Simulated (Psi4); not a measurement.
# SiH3Se (SMILES [SiH2][SeH]) at UCCSD/cc-pVDZ (sweep point 5)

What is the vertical electron affinity of SiH3Se at UCCSD/cc-pVDZ (sweep point 5)? 

The calculation is run with Psi4 1.11.

### 1 Starting point

The species is SiH3Se (5 atoms), meant as a doublet with charge 0. As SMILES, `[SiH2][SeH]`. Geometry: relaxed at PBE0-D4/def2-TZVP. This is one conformer, not always the lowest.

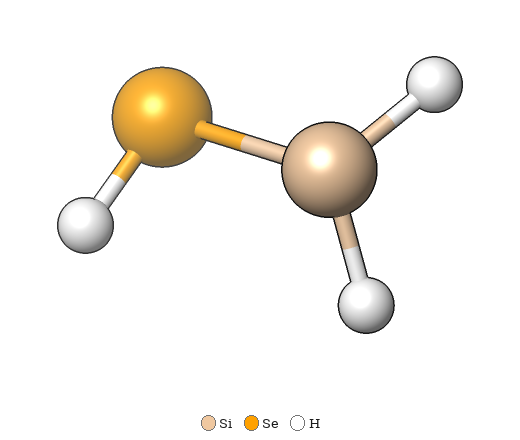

The structure, seen from a chosen angle (silicon light orange, selenium orange, hydrogen white).

### 2 The energy at UCCSD/cc-pVDZ (sweep point 5)

input.in reads:

```
memory 1600 mb

molecule mol {
  0 2
  Si     0.060900    -0.791800     0.205800
  Se     0.776600     1.182400    -0.661900
  H     -1.304300    -0.656200     0.791600
  H      0.034200    -1.731400    -0.948800
  H      0.482600     1.923300     0.572000
  symmetry c1
}

set basis cc-pVDZ
set reference uhf
set puream true
set scf_type pk
set num_frozen_docc 14
set maxiter 150

e = energy('ccsd')
```

Run with:

```sh
psi4 -n 1 input.in input.out
```

input.out:

```text
[...]
  Running in c1 symmetry.
[...]
  Nuclear repulsion =  147.937373273399146
[...]
  Multiplicity = 2
[...]
  Nalpha       = 26
  Nbeta        = 25
[...]
    Number of basis functions: 60
[...]
   @UHF iter   1: -2690.17234098740801   -2.93417e+00   1.36153e-02 DIIS/ADIIS
[...]
   @UHF iter  14: -2690.47341317158089   -5.00222e-12   7.81113e-09 DIIS
[...]
   @S^2 Observed:                7.559885462E-01
[...]
    Orbital Energies [Eh]
    ---------------------
    Alpha Occupied:
       1A   -460.886447     2A    -68.815177     3A    -60.684586
       4A    -54.287141     5A    -54.286861     6A    -54.286150
       7A     -8.924508     8A     -6.658705     9A     -6.656323
      10A     -6.651584    11A     -6.164020    12A     -4.274749
      13A     -4.266865    14A     -4.266023    15A     -2.642532
      16A     -2.640505    17A     -2.634891    18A     -2.631896
      19A     -2.631288    20A     -0.930567    21A     -0.709122
      22A     -0.534752    23A     -0.486375    24A     -0.448286
      25A     -0.390174    26A     -0.315625
    Alpha Virtual:
[...]
  @UHF Final Energy: -2690.47341317158089
   => Energetics <=
    Nuclear Repulsion Energy =            147.9373732733991460
    One-Electron Energy =               -4041.0998896179462463
    Two-Electron Energy =                1202.6891031729660426
    Total Energy =                      -2690.4734131715808871
  UHF NO Occupations:
  HONO-2 :   24  A 1.9995330
  HONO-1 :   25  A 1.9977747
[...]
 Multipole Moments:
 ------------------------------------------------------------------------------------
     Multipole            Electronic (a.u.)      Nuclear  (a.u.)        Total (a.u.)
 ------------------------------------------------------------------------------------
 L = 1.  Multiply by 2.5417464519 to convert [e a0] to [Debye]
 Dipole X            :          4.5738707           -4.6975780           -0.1237074
 Dipole Y            :          8.1447966           -8.3062350           -0.1614384
 Dipole Z            :         -3.9002158            4.2970596            0.3968437
 Magnitude           :                                                    0.4459269
[...]
      * MP2 total energy                      = -2690.693742834173463
[...]
      * CCSD total energy                     = -2690.728176802712824
[...]
```

Wall time 36 s (1 thread of Intel Xeon Platinum 8488C (Sapphire Rapids), shared host); peak memory 0.44 GiB.

### 3 The singlet anion, same level

calc.inp reads:

```
memory 1600 mb

molecule geom {
  -1 1
  Si     0.060900    -0.791800     0.205800
  Se     0.776600     1.182400    -0.661900
  H     -1.304300    -0.656200     0.791600
  H      0.034200    -1.731400    -0.948800
  H      0.482600     1.923300     0.572000
  symmetry c1
}

set basis cc-pVDZ
set puream true
set scf_type pk
set num_frozen_docc 14

energy("ccsd")
```

Run with:

```sh
psi4 -i calc.inp -o calc.out -n 1
```

calc.out:

```text
[...]
  Running in c1 symmetry.
[...]
  Nuclear repulsion =  147.937373273399146
[...]
  Multiplicity = 1
[...]
  Nalpha       = 26
  Nbeta        = 26
[...]
    Number of basis functions: 60
[...]
   @RHF iter   1: -2690.14246887880108   -2.90430e+00   1.38558e-02 DIIS/ADIIS
[...]
   @RHF iter  12: -2690.46483160698199   -5.00222e-12   4.86009e-09 DIIS
[...]
    Orbital Energies [Eh]
    ---------------------
    Doubly Occupied:
       1A   -460.678202     2A    -68.537507     3A    -60.476517
       4A    -54.079276     5A    -54.078559     6A    -54.078104
       7A     -8.715906     8A     -6.451282     9A     -6.447229
      10A     -6.442783    11A     -5.886071    12A     -3.991499
      13A     -3.990444    14A     -3.988627    15A     -2.434970
      16A     -2.432337    17A     -2.427394    18A     -2.422693
      19A     -2.422336    20A     -0.719186    21A     -0.455536
      22A     -0.325425    23A     -0.258443    24A     -0.225681
      25A     -0.171910    26A     -0.023491
[...]
  @RHF Final Energy: -2690.46483160698199
   => Energetics <=
    Nuclear Repulsion Energy =            147.9373732733991460
    One-Electron Energy =               -4052.4815968639445600
    Two-Electron Energy =                1214.0793919835632551
    Total Energy =                      -2690.4648316069819884
[...]
 Multipole Moments:
 ------------------------------------------------------------------------------------
     Multipole            Electronic (a.u.)      Nuclear  (a.u.)        Total (a.u.)
 ------------------------------------------------------------------------------------
 L = 1.  Multiply by 2.5417464519 to convert [e a0] to [Debye]
 Dipole X            :          5.0550732           -4.6975780            0.3574952
 Dipole Y            :         10.2073969           -8.3062350            1.9011619
 Dipole Z            :         -5.1642774            4.2970596           -0.8672178
 Magnitude           :                                                    2.1199732
[...]
      * MP2 total energy                      = -2690.708358417794443
[...]
      * CCSD total energy                     = -2690.744449996530420
[...]
```

It took 27 s on 1 thread of Intel Xeon Platinum 8488C (Sapphire Rapids), shared host; peak memory 0.43 GiB.

### 4 Results

At UCCSD/cc-pVDZ (sweep point 5), 14 core orbitals frozen:

```
                                                                  quantity           value
                                              doublet SiH3Se: total energy  -2690.72818 Eh
doublet SiH3Se: HOMO energy (Hartree–Fock orbitals) (highest over α and β)        -8.59 eV
 doublet SiH3Se: LUMO energy (Hartree–Fock orbitals) (lowest over α and β)         1.04 eV
              doublet SiH3Se: correlation energy (14 core orbitals frozen)      -254.8 mEh
                         doublet SiH3Se: ⟨S²⟩ of the reference determinant           0.756
                                             doublet SiH3Se: T1 diagnostic           0.018
                                               singlet anion: total energy  -2690.74445 Eh
                        singlet anion: HOMO energy (Hartree–Fock orbitals)        -0.64 eV
                        singlet anion: LUMO energy (Hartree–Fock orbitals)         8.55 eV
      singlet anion: HOMO–LUMO gap (to an unbound level, set by the basis)         9.18 eV
               singlet anion: correlation energy (14 core orbitals frozen)      -279.6 mEh
                                              singlet anion: T1 diagnostic           0.008
                         vertical electron affinity (to the singlet anion)        0.443 eV
```

**Reading.** At fixed nuclei the extra electron is bound by 0.44 eV (42.7 kJ/mol). The basis has no diffuse functions, so the error can be as large as this value.
